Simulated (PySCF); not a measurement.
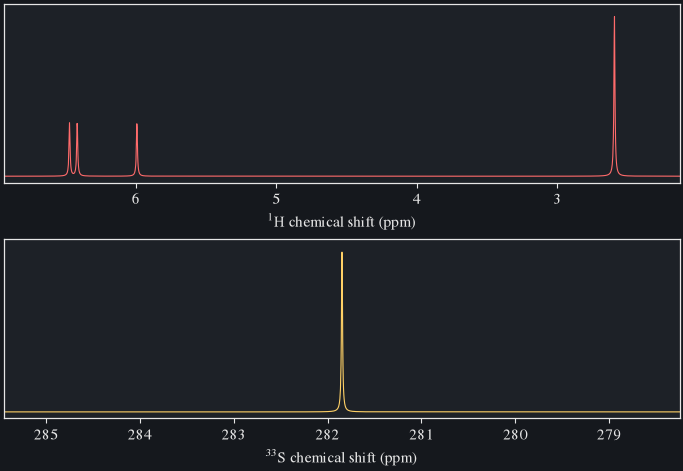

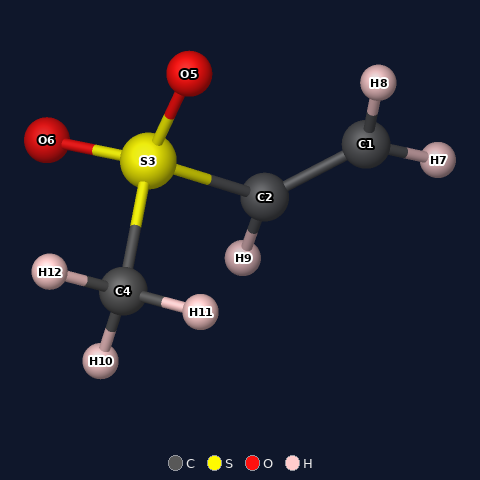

Spectrum and numbered structure of C₃H₆O₂S, SMILES C=CS(C)(=O)=O. GIAO shifts, KT2/pcSseg-1 in PySCF, at a PBE0-D3(BJ)/def2-SVP geometry (no frequency check), against TMS for ¹H and CS₂ for ³³S computed at the same level. Gas phase, fully decoupled, line heights follow the number of nuclei, widths are arbitrary (no quadrupolar broadening); values of one conformer, averaged over nuclei that symmetry or rotation about single bonds exchange, these motions taken as fast; other conformers aren't averaged in.

Q: Assign the ¹H signals to the numbered atoms.

A:
```tsv
δ (ppm)	nuclei	atoms
6.47	1	H9
6.42	1	H8
5.99	1	H7
2.59	3	H10, H11, H12
```

The order of signals that lie close, as those under 0.08 ppm apart, is within the error of the method.

Q: Where does the ³³S line lie?

A: At 281.8 ppm (S3).
